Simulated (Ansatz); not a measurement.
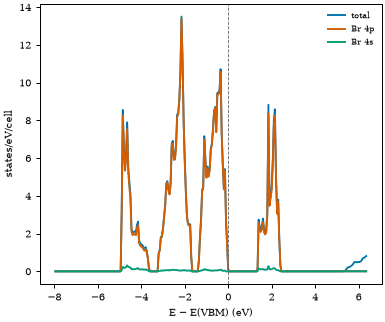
Fig. 1. Total and projected density of states of Br (molecular I2 type, Cmce), PBE in the plane-wave PAW code Ansatz

Which orbitals carry the states next to the gap?

Top 1 eV of the valence band: Br 4p 99 %. Bottom 1 eV of the conduction band: Br 4p 95 %. Projections are on Löwdin-orthogonalised atomic valence shells; empty p or d shells of many metals are not among them.

Where is the tallest occupied peak in this window, and what makes it?

Near -2.1 eV, about 14 states/eV per cell; the largest projected share is Br 4p.

The PBE relaxation kept the symmetry of its start. The substance is a gas or liquid at ambient conditions; this is its low-temperature solid. The volume lies over 15 % above that of the usual cell of this phase: another minimum, or an error of the functional. A crystal of weakly bound units computed without a dispersion correction: the cell and the soft elastic constants depend strongly on that. Scalar-relativistic: spin–orbit coupling is off unless named, which matters more the heavier the elements.

Potentials: the later of the program's two PAW sets.
